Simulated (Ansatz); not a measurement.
# AlH₂O (doublet): from Hartree-Fock to the top rungs at a displaced geometry (v1), cc-pVDZ

How much of the correlation energy of AlH₂O (doublet) does each wave-function method recover here?

Program: Ansatz 0.2.0, Gaussian basis. Level of theory: cc-pVDZ, core rule «outside noble gas», up to 6 orbitals frozen. These are calculated values, not measurements.

The runs, in order: UHF; CCSD(T) on ROHF; CCSD(T) on UHF; BCCD(T) on ROHF; CISD; CCSDT(Q) on ROHF; CCSDT(Q) on UHF.

36 further runs of the same task are left out: 16 for a known fault of the program, 7 that didn't finish, 13 set aside as unsound or not needed.

### Step 1. The geometry

The geometry is a PBE0/def2-TZVP stationary point (not a proven minimum) with its atoms shifted at random (size 0.040 Å).

4 atoms, charge 0, spin multiplicity 2.

Atoms are counted from 1 here; the program's logs count them from 0.

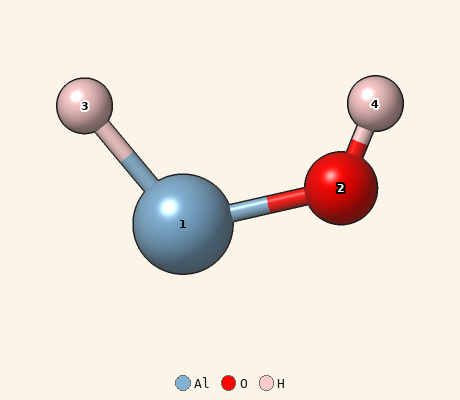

The geometry (aluminium light blue, oxygen red, hydrogen pink); atoms are numbered from 1 in the order of the file.

### Step 2. UHF

Input file in.yaml:

```yaml
crystal:
  periodic: [false, false, false]
  atoms:
    - {symbol: Al, position_ang: [0.000487, -0.073807, 0.640140]}
    - {symbol: O, position_ang: [-0.000346, -0.010729, -1.068706]}
    - {symbol: H, position_ang: [0.047618, 1.350385, 1.419257]}
    - {symbol: H, position_ang: [-0.055159, 0.795652, -1.591188]}
basis:
  gaussian: {orbitals: cc-pVDZ}
magnetization: {spin_polarized: true, initial_magnetization: 1}
hamiltonian: {xc: hf}
output: {orbitals: {seedname: orbitals}}
```

Started as:

```
$ ansatz run in.yaml --threads 1 --pin off --events-out ev --progress --plain --max-ram 2393MiB
```

Further steps of the session: CCSD(T) on ROHF; CCSD(T) on UHF; BCCD(T) on ROHF; CISD; CCSDT(Q) on ROHF; CCSDT(Q) on UHF.

Q: Predict the results of all the runs planned. Wanted: UCCSDT(Q) below the RHF energy; RMP2 from UCCSDT(Q); UMP2 from UCCSDT(Q); RCCSD from UCCSDT(Q); RCCSD(T) from UCCSDT(Q); UCCSD(T) from UCCSDT(Q); RCCSDT(Q) from UCCSDT(Q); T1 diagnostic.

**Answer**, as computed:

| quantity | value |
| --- | --- |
| UCCSDT(Q) below the RHF energy | -7.1571 eV |
| RMP2 from UCCSDT(Q) | +14.04 kcal/mol |
| UMP2 from UCCSDT(Q) | +13.76 kcal/mol |
| RCCSD from UCCSDT(Q) | +4.13 kcal/mol |
| RCCSD(T) from UCCSDT(Q) | +0.80 kcal/mol |
| UCCSD(T) from UCCSDT(Q) | +0.78 kcal/mol |
| RCCSDT(Q) from UCCSDT(Q) | +0.05 kcal/mol |
| levels within 1 kcal/mol (43 meV) | RCCSD(T), UCCSD(T), BCCD(T), RCCSDT, UCCSDT, RCCSDT(Q) |
| T1 diagnostic | 0.022 |

RCCSD(T) misses by +0.80 kcal/mol, 0.5 % of the correlation energy. These misses are within one basis, not against nature; the frozen cores of restricted and unrestricted runs differ, which can shift their rows.
